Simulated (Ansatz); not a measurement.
Input

```
crystal:
  lattice:
    - [-2.8936630749, 2.8936630749, 5.7782565068]
    - [2.8936630749, -2.8936630749, 5.7782565068]
    - [2.8936630749, 2.8936630749, -5.7782565068]
  atoms:
    - { symbol: As, position: [0.25, 0.75, 0.5] }
    - { symbol: Ga, position: [0.8672292215, 0.3910728006, 0.0] }
    - { symbol: As, position: [0.5, 0.5, 0.0] }
    - { symbol: Ga, position: [0.1327707785, 0.1327707785, 0.523843579] }
    - { symbol: As, position: [0.75, 0.25, 0.5] }
    - { symbol: Ga, position: [0.3910728006, 0.8672292215, 0.0] }
    - { symbol: Sb, position: [0.0, 0.0, 0.0] }
    - { symbol: Ga, position: [0.6089271994, 0.6089271994, 0.476156421] }
kpoints:
  mp_grid: { grid: [4, 4, 4] }
  band_path:
    path:
      - [0.0, 0.0, 0.0]
      - [0.0, 0.0, 0.5]
      - [0.25, 0.25, 0.25]
      - [0.0, 0.5, 0.0]
      - [0.5, 0.5, -0.5]
      - [0.312696356, 0.687303644, -0.312696356]
      - [-0.312696356, 0.312696356, 0.312696356]
      - [-0.1253927119, 0.1253927119, 0.5]
      - [0.5, 0.5, -0.1253927119]
    npoints: 1
hamiltonian:
  xc: hse06
scf:
  occupations: { method: fixed }
  n_extra_bands: 6
output:
  forces: true
  stress: true
  eigenvalues: true
  write_density: true
  write_potential: true
  elf: true
  volumetric_format: npy
```

Run with:

```sh
ansatz run input.yaml --threads 4 --pin off --max-ram 6451MiB --backend cpu --events-out ev --progress --plain --runs-dir out
```

Below, planes, directions and counts refer to the conventional cell (a = 5.79 Å, b = 5.79 Å, c = 11.56 Å, α = 90.00°, β = 90.00°, γ = 90.00°).

Space group I-42m; started from the ordered alloy on zincblende lattice prototype, which need not be the ambient phase.

Level of theory: DFT, HSE06, plane waves, PAW (Ansatz 0.2.0).

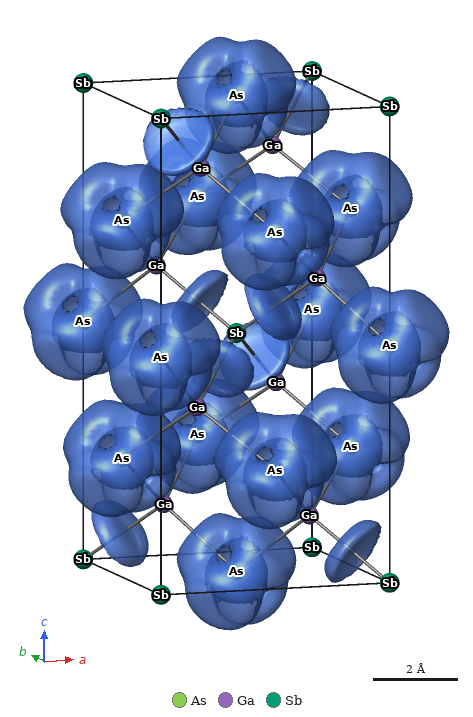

Ga4SbAs3. Isosurface of the ELF at 0.6 (blue), seen slightly off an axis. Core shells and regions of very low density are left out. Sticks mark near contacts.

Q: Identify the bonds, lone pairs and shells in this picture.

A: The ELF exceeds this value in eight regions between bonded Ga–Sb atoms (shared pairs) and six regions on As in which the atom's valence shell and bonds are merged, counted in one cell of 16 atoms. Any copies at cell faces, edges or corners count once. Along the contacts the grid gives the following. Ga–As (2.45 Å): the ELF peaks at about 0.80 between the atoms (a covalent bond). Ga–Sb (2.61 Å): the ELF peaks at about 0.75 between the atoms.
